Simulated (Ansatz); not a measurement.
**C₂H₇BSi: up Jacob's ladder to CCSD(T)**

Aim: compute C₂H₇BSi with functionals from several rungs and with coupled cluster, and see how far each lands from CCSD(T) at the basis-set limit for the atomisation energy.

Method: functionals in def2-TZVPP, the program's frozen cores in correlated methods; program: Ansatz 0.2.0, Gaussian basis.

Levels to be run: LDA (SPW92), PBE-D4, revPBE-D4, BLYP-D4, r2SCAN-D4, B97M-V, PBE0-D4, B3LYP-D4, r2SCANh-D4, r2SCAN0-D4, HSE06-D4, BHLYP-D4, CAM-B3LYP-D4, LC-ωPBE, ωB97X-V, ωB97M-V, B2PLYP, PBE-QIDH; CCSD(T)/def2-SVP; CCSD(T)/def2-TZVPP; MP2/def2-QZVPP; extrapolation to the limit; RPA on PBE.

## 1. The geometry

The geometry comes from an earlier relaxation with PBE0-D4 in a triple-zeta def2 set; it is a stationary point, not always the lowest conformer.

11 atoms, charge 0, spin multiplicity 1.

Atoms are counted from 1 here; the program's logs count them from 0.

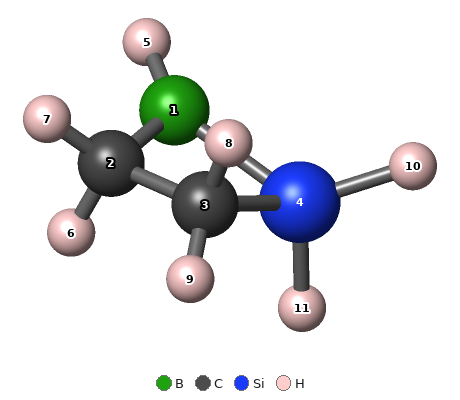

The geometry (boron green, carbon dark grey, silicon blue, hydrogen pink); atoms are numbered from 1 in the order of the file.

## 2. LDA

This LDA is Slater exchange with PW92 correlation.

in.yaml

```yaml
crystal:
  periodic: [false, false, false]
  atoms:
    - {symbol: B, position_ang: [-0.591788, 0.743803, -1.006188]}
    - {symbol: C, position_ang: [-0.355518, 0.908560, 0.539631]}
    - {symbol: C, position_ang: [0.692086, -0.209550, 0.806717]}
    - {symbol: Si, position_ang: [0.158315, -1.119603, -0.781095]}
    - {symbol: H, position_ang: [-0.993826, 1.534088, -1.804638]}
    - {symbol: H, position_ang: [-1.326442, 0.607828, 0.974844]}
    - {symbol: H, position_ang: [-0.142664, 1.897074, 0.960512]}
    - {symbol: H, position_ang: [1.705099, 0.183812, 0.689044]}
    - {symbol: H, position_ang: [0.631972, -0.701934, 1.777895]}
    - {symbol: H, position_ang: [1.193729, -1.771313, -1.634419]}
    - {symbol: H, position_ang: [-0.905563, -2.129567, -0.501703]}
basis:
  gaussian: {orbitals: def2-TZVPP}
hamiltonian: {xc: lda}
output: {orbitals: {seedname: orbitals}}
```

Command:

```bash
$ ansatz run in.yaml --threads 2 --pin off --events-out ev --progress --plain --max-ram 4352MiB
```

The runs that follow: PBE-D4 (GGA); revPBE-D4 (GGA); BLYP-D4 (GGA); r2SCAN-D4 (meta-GGA); B97M-V (meta-GGA); B3LYP-D4 (hybrid); r2SCANh-D4 (hybrid); r2SCAN0-D4 (hybrid); HSE06-D4 (hybrid); BHLYP-D4 (hybrid); CAM-B3LYP-D4 (range-separated); LC-ωPBE (range-separated); ωB97X-V (range-separated); ωB97M-V (range-separated); B2PLYP (double hybrid); PBE-QIDH (double hybrid); CCSD(T) in def2-SVP; CCSD(T) in def2-TZVPP; MP2 in def2-QZVPP; RPA on PBE orbitals.

Before running them: what should the planned runs give, taken together? Wanted: atomisation energy, CCSD(T)/CBS; farthest beyond LDA; mean size of error, GGA; mean size of error, meta-GGA; mean size of error, hybrid; mean size of error, range-separated; mean size of error, double hybrid; gap, smallest and largest; T1 diagnostic.

The runs gave:

| quantity | value |
| --- | --- |
| atomisation energy, CCSD(T)/CBS | 3943.9 kJ/mol |
| functionals within 19.7 kJ/mol (0.5 %) | revPBE-D4, B3LYP-D4, r2SCANh-D4, r2SCAN0-D4, LC-ωPBE, PBE-QIDH |
| farthest beyond LDA | PBE-D4 (+65.3 kJ/mol) |
| mean size of error, GGA | 32.4 kJ/mol |
| mean size of error, meta-GGA | 35.2 kJ/mol |
| mean size of error, hybrid | 27.1 kJ/mol |
| mean size of error, range-separated | 25.7 kJ/mol |
| mean size of error, double hybrid | 20.9 kJ/mol |
| gap, smallest and largest | 3.18 eV (LDA (SPW92)), 10.48 eV (LC-ωPBE) |
| T1 diagnostic | 0.0117 |
| triples share of the correlation energy | 3.9 % |

The LDA atomisation energy is off by 515.0 kJ/mol (13 %): it overbinds. PBE-D4 is off by +65.3 kJ/mol. Double hybrids carry the basis error of their MP2 part in triple zeta, and no dispersion term here, so their miss is partly the set-up's. By mean error the best rung here is double hybrid (20.9 kJ/mol) and the worst beyond LDA is meta-GGA (35.2 kJ/mol). The gap between the best rungs is small, so their order is not settled. Misses under about 19.7 kJ/mol are within the doubt on the reference itself, which lacks core-valence correlation, relativity and higher excitations. Hartree-Fock recovers 77 % of the binding; the rest is correlation. CCSD(T) in def2-SVP is off by -177.2 kJ/mol, worse than the median functional, from the basis alone. Orbital gaps span 3.2 to 10.5 eV; exact exchange widens them.
